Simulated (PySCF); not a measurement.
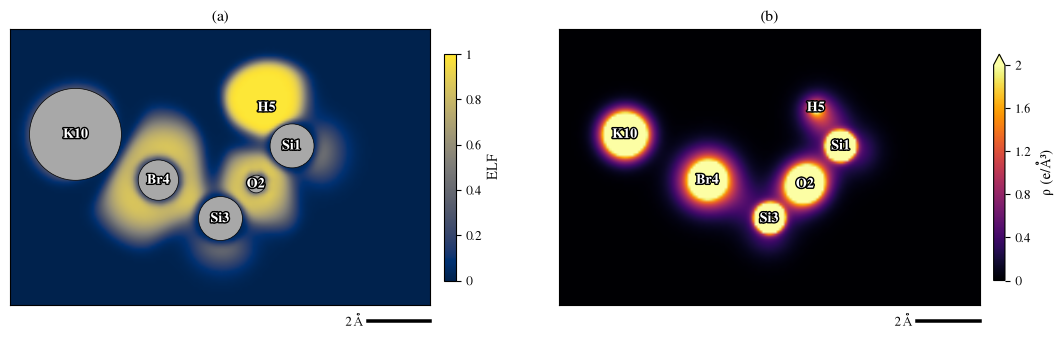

The picture shows: BrH$_{5}$KOSi$_{2}$ (charge +1). (a) ELF; (b) total electron density on the plane of atoms O2, Si3 and Br4. Grey discs cover the atomic cores in the ELF map.

Geometry: GFN2-xTB.

Level of theory: PySCF 2.14.0, density-fitted response routines, DFT single point, gas phase, functional M06-2X.

```tsv
atom	x (Å)	y (Å)	z (Å)
Si	-1.6280	0.0822	0.4679
O	-0.0146	0.1804	0.0718
Si	1.5210	0.1962	-0.3024
Br	2.0945	-2.0480	-0.4628
H	-1.8659	-1.3580	0.5365
H	-1.6996	0.7627	1.7522
H	-2.2903	0.7469	-0.6447
H	2.3501	0.6132	0.8072
H	1.7443	0.6349	-1.6627
K	2.9715	-4.9186	-0.7337
```

### Interpret the plot.

Atoms in the plane: Si, O, Br, H and K. Si–O (1.58 Å): the density is about 1.3 e/Å³ at the midpoint; the ELF peaks at about 0.85 between the atoms: a short, strongly polar bond. Si–Br (2.32 Å): ρ is about 0.64 e/Å³ halfway, with its minimum of 0.46 e/Å³ about 0.8 Å from Si; the ELF peaks at about 0.85 between the atoms (a polar covalent bond). K–Br (3.01 Å): ρ at the midpoint is about 0.13 e/Å³; the ELF peaks at about 0.80 in the valence shell of Br, 1.0 Å from its nucleus, and is about 0.10 at the midpoint: an ionic contact with no shared pair. Si–H (1.46 Å): ρ is about 0.85 e/Å³ halfway; the ELF climbs to about 1 towards the hydrogen, as it does in any bond to H. Si–O (1.66 Å): ρ at the midpoint is about 1.1 e/Å³; the ELF peaks at about 0.85 between the atoms; a polar covalent bond. The ELF also peaks beside O2, away from the bonds: lone-pair regions.
